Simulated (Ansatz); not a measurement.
# BePd3C (built on the sites of a database entry of CaPd3C): a soft mode frozen in, part 3 of 3

Wanted: the energy along a soft mode of BePd3C (built on the sites of a database entry of CaPd3C) and the structure at the end.

Ansatz 0.2.0; DFT PBEsol, scalar-relativistic, plane waves, PAW.

So far. Step 5 (Energy along the mode, all amplitudes (two of the runs …): The lowest of the steps tried is at 0.45 Å, 4.23 meV/atom below the parent; the bottom of the well need not coincide with a step. Step 7 (The new phase in its own primitive cell): The largest force component left is 0.13 meV/Å and the pressure is 0.000 GPa, within the tolerances set. The cell now holds 13.19 Å³/atom. The relaxed cell has a = 4.007, c = 4.109 Å (conventional setting).

The structure was built from a prototype and need not be the compound's stable phase.

**8. Modes of the new phase, k-mesh 10×10×10**

A relaxed structure may still be a saddle point, so its zone-centre modes are computed. No field response is asked, since the mesh shows no gap.

input.yaml reads:

```yaml
crystal:
  lattice:
    - [4.006541842, 0.0, 0.0]
    - [0.0, 4.006541842, 0.0]
    - [0.0, 0.0, 4.1085037835]
  atoms:
    - { symbol: Be, position: [0.0, 0.0, 0.1198860217] }
    - { symbol: Pd, position: [0.0, 0.5, 0.477686465] }
    - { symbol: Pd, position: [0.5, 0.0, 0.477686465] }
    - { symbol: Pd, position: [0.5, 0.5, 0.0083832364] }
    - { symbol: C, position: [0.5, 0.5, 0.5320366585] }
kpoints:
  mp_grid: { grid: [10, 10, 10] }
hamiltonian:
  xc: pbesol
scf:
  occupations: { method: methfessel_paxton, width: 0.2 }
output:
  eigenvalues: true
phonons:
  method: dfpt
```

Started as:

```console
$ ansatz run input.yaml --threads 4 --pin off --max-ram 14336MiB --backend cpu --events-out ev --progress --plain --runs-dir out
```

Numbers of over 12 decimals in the logs are rounded to 6 here.

The program printed:

```text
zone centre: on kpoints.mp_grid the ground state, and the responses unless they are solved on pairs of k-points, stand on 216 of the mesh's 1000 k-points, reduced under 4 symmetry operations, with k and −k counted as one. Each operation leaves every solved displacement unchanged or reverses it
[...]
Crystal: 5 atoms, lattice volume = 65.951 Å³
Basis set: ecut = 420 eV, 1317 PW (Γ), exchange–correlation on 54×54×60 points (8 copies of the dense FFT grid, shifted against one another)
Bands: 36, of which v1, the nominal top of the filled ones, is band 30 counted from 1 (29 counted from 0)
Symmetry: 8 space group operations
k-points: 216 of 1000 (irreducible under 4 space group operations, time reversal used)
[...]
SCF iter   1: F=—  HF=-21055.900460 eV  |F-HF|=—  |Δ(HF+E_count)|=         —  Δρ=7.99e-3  dr2=3.38e-2  ethr=1.77e-3  ⟨swp⟩=5.2  Hψ=30723  notcnv=0
[...]
SCF iter  11: F=-21055.890642 eV  HF=-21055.890642 eV  |F-HF|=3.64e-12  |Δ(HF+E_count)|=  3.64e-12  S|Δr|=    0.00e0  Δρ=6.29e-8  dr2=1.50e-12  ethr=1.00e-12  ⟨swp⟩=8.9  Hψ=34391  notcnv=0
SCF 1 converged in 11 iterations: F = -21055.890642 eV  dr2 = 1.50e-12
[...]
DFPT response loops at Γ: preconditioner auto → Kerker (q_TF=auto, 2.686 Å⁻¹) (partly filled bands, converged f_vac=0.000); β = 1.00, the filter's whole step (`scf.mixing.beta` (0.50) is not read by the response loops under this deck's `scf.mixing.preconditioner`; to damp them name `kerker` or `kerker_dos`, under which they read `scf.mixing.beta`, and type it under 1.00, their step now; both keys bind the ground state too); Broyden in place of MSR1
SCF converged after 11 iterations
[...]
Free energy (F): -21055.890642 eV
[...]
Internal energy: -21055.888648 eV  (E = F + TS)
E sigma→0 (E₀):  -21055.890143 eV
Entropy (-TS):   -0.001994 eV (-0.399 meV/atom)
Fermi energy:    15.502839 eV
[...]
--- Band table (eV; the first three rows and the last of 216) ---
  k-point 0: bands = [... 26 lower, 13.6037, 14.3556, 14.3948, 14.3948, 14.4410, 18.4895, 18.4895, 18.5693, ... 2 higher]
  k-point 1: bands = [... 26 lower, 13.7158, 14.3558, 14.3792, 14.5601, 14.5601, 18.3603, 18.5912, 18.5912, ... 2 higher]
  k-point 2: bands = [... 26 lower, 13.6565, 14.2006, 14.3560, 14.9396, 14.9396, 18.2933, 18.8730, 18.8730, ... 2 higher]
  k-point 215: bands = [... 26 lower, 14.2060, 14.2656, 14.2888, 14.6716, 14.6716, 17.4077, 17.4077, 17.5674, ... 2 higher]
--- Phonons (Γ-DFPT): 9 representative perturbations + reference, on 216 of 1000 k-points (Σ response iterations 32) ---
  k mesh reduced under 4 symmetry operations, with k and −k counted as one. Each operation leaves every solved displacement unchanged or reverses it
  ASR residual: 2.095e-4 → 0.000e0 eV/Å²; symmetrization residual: 4.737e-6 eV/Å²
  ASR residual per site (eV/Å²): 2.09e-4 1.48e-5 1.48e-5 1.05e-5 6.83e-6
[...]
non-analytic LO–TO correction: not included (Born effective charges unavailable; polar crystals: no LO–TO splitting at Γ)
```

Elapsed: 2.9 min, on 4 threads of Arm Neoverse V1, shared host; peak memory 1.7 GiB; 11 min of CPU time.

Numbers from this step:

```
sum-rule residual before enforcement                    : 2.09e-4 eV/Å²
point group                                             : 4mm
highest optical mode at the zone centre (no LO-TO term) : 516.2 cm⁻¹
lowest optical zone-centre mode                         : 69.99 cm⁻¹
```

Patterns of degenerate modes are one choice out of their space. Modes at Γ, with each element's share of the kinetic energy:

| mode | frequency (cm⁻¹) | symmetry | Be % | Pd % | C % |
| --- | --- | --- | --- | --- | --- |
| 1 | 0.0 | acoustic | 3 | 94 | 4 |
| 2 | 0.0 | acoustic | 3 | 94 | 4 |
| 3 | 0.0 | acoustic | 3 | 94 | 4 |
| 4 | 70.0 | E | 13 | 87 | 0 |
| 5 | 70.0 | E | 13 | 87 | 0 |
| 6 | 80.4 | B1 | 0 | 100 | 0 |
| 7 | 142.0 | A1 | 3 | 86 | 12 |
| 8 | 150.5 | E | 5 | 84 | 11 |
| 9 | 150.5 | E | 5 | 84 | 11 |
| 10 | 196.0 | E | 79 | 20 | 1 |
| 11 | 196.0 | E | 79 | 20 | 1 |
| 12 | 217.9 | A1 | 94 | 5 | 0 |
| 13 | 486.3 | A1 | 0 | 15 | 85 |
| 14 | 516.2 | E | 0 | 15 | 85 |
| 15 | 516.2 | E | 0 | 15 | 85 |

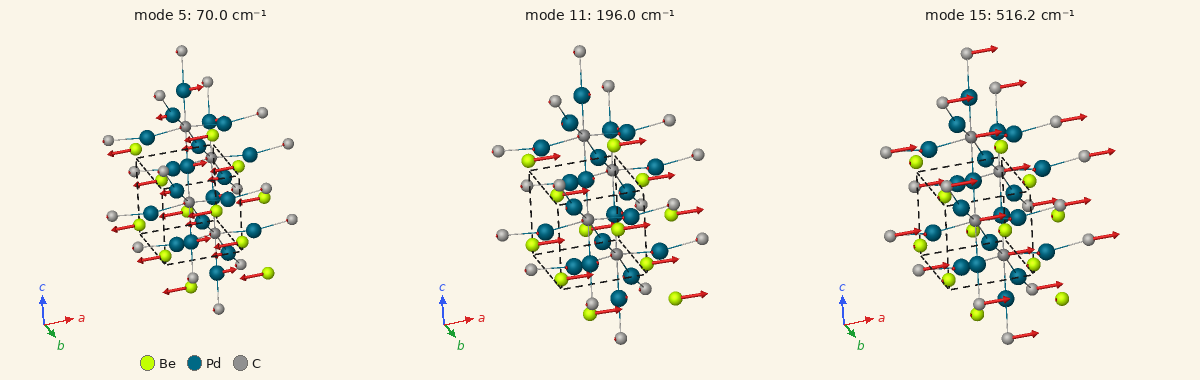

Displacement patterns of modes 5, 11 and 15 at Γ; arrows are exaggerated. 1×2×2 cells are drawn. Some periodic images of atoms are drawn too.

Before it was imposed, the acoustic sum rule was missed by 2.1e-4 eV/Å². Small misses are needed for a sound result but don't prove that mesh and cutoff are converged. The lowest optical mode is real, 70.0 cm⁻¹.

**9. Results**

```
unstable mode of the parent                                                      : q = (0, 0, 0), 108i cm⁻¹
depth at the lowest point sampled                                                : 4.23 meV/atom
largest atomic shift at that point                                               : 0.45 Å
space group reached (within 0.01 Å)                                              : P4mm
energy gained over the parent (first relaxation, on the mesh of the frozen mode) : 6.98 meV/atom
volume per atom, phase reached                                                   : 13.2 Å³
lowest optical zone-centre mode, phase reached                                   : 70.0 cm⁻¹
highest optical mode at the zone centre (no LO-TO term), phase reached           : 516 cm⁻¹
```

What this shows: Along this mode the structure falls into P4mm, 6.98 meV/atom below the parent. At the parent's cell the well is 4.227 meV/atom deep on the steps tried, with its lowest point at a shift of 0.45 Å. Relaxing atoms and cell changes the gain by +2.76 meV/atom against the lowest step (energies at zero smearing). The new phase has no imaginary mode at the zone centre of its cell; other wavevectors were not checked. Of the 6 patterns followed to their end from this parent, this one ends 7.46 meV/atom above the lowest, P2_1/m. Another end point lies within 1 meV/atom; how such a difference moves with mesh and cutoff was not tested. Each path keeps the symmetry of its pattern, so a lower phase may lie along a pattern not tried. With no gap, or one that is small against the smearing, the frequencies hang on the k mesh and the smearing, most of all near Kohn anomalies. A phonon run warned that its eigensolver left some bands unconverged in a pass. The starting cell was built on a prototype and not taken from a measurement, so the phase need not exist.

[Logs are printed without paths, hosts, clocks, repeated set-up lines and the standing remarks that a program may print on its own settings, such as how far it seeks lower states.]

[Hosts, paths, dates, database ids (printed as entryN), source tags and the programs' standing remarks are cut or masked in the printed files.]
